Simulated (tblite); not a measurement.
## Run report: C$_{3}$H$_{9}$BN$_{2}$Si, nudged elastic band

- system: C$_{3}$H$_{9}$BN$_{2}$Si, SMILES CC#C[SiH2]B(N)N
- method: GFN2-xTB climbing-image nudged elastic band, gas phase (tblite 0.8.0)

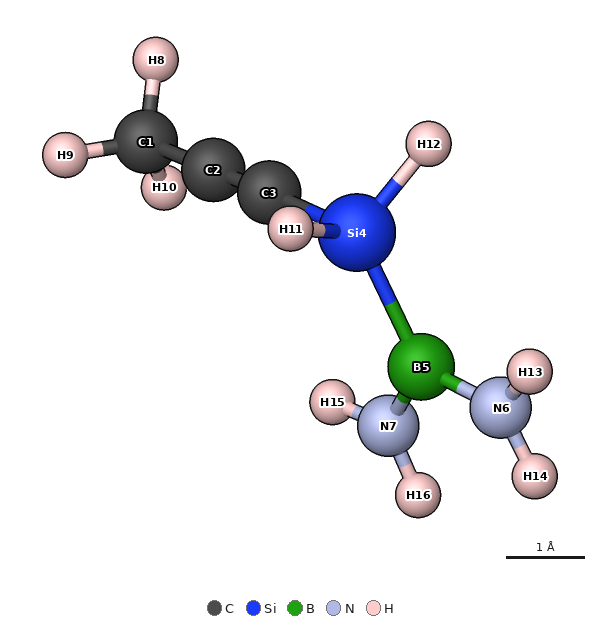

*The structure (ball-and-stick view, seen at a tilt; atoms are numbered from 1 in the order of the input).*

Bond lengths as drawn: B–N 1.40 to 1.41 Å, B–Si 1.96 Å, C–C 1.21 to 1.45 Å, C–H 1.09 Å, C–Si 1.86 Å, H–N 1.00 to 1.01 Å and H–Si 1.48 Å.

### The input
```
{"job": {"xc": "GFN2-xTB", "basis": "xTB", "kind": "neb"}, "charge": 0, "multiplicity": 1}
C     -3.516809    -0.595164     0.836886
C     -2.253937     0.019348     0.477476
C     -1.211763     0.542884     0.173835
Si     0.432606     1.283655    -0.269344
B      1.894815     0.042041     0.146680
N      3.218853     0.297033    -0.254118
N      1.643342    -1.136770     0.867913
H     -4.255849    -0.413330     0.056246
H     -3.884277    -0.173982     1.773134
H     -3.392256    -1.671887     0.959208
H      0.454212     2.577918     0.455216
H      0.291126     1.672273    -1.693705
H      3.501402     1.107755    -0.773867
H      3.987431    -0.320541    -0.051013
H      0.727086    -1.397827     1.184920
H      2.351332    -1.808996     1.113266
```

The first line tells a small driver script what to run in tblite; the rest is the geometry in Å.

Run on 1 CPU thread, shared host.

Run as:
```bash
OMP_NUM_THREADS=1 python <driver script> task.json out
```

### What the program printed
```
image   E - E0 / eV
  0       0.0000
  1       0.1900
  2       0.5407
  3       0.6318
  4       0.2714
  5       0.0045
  6      -0.0006
```

### Key numbers

| quantity | value |
| --- | --- |
| outcome | converged |
| forward barrier | 0.632 eV |
| wall time | 2.9 s |
| peak memory | 0.19 GiB |
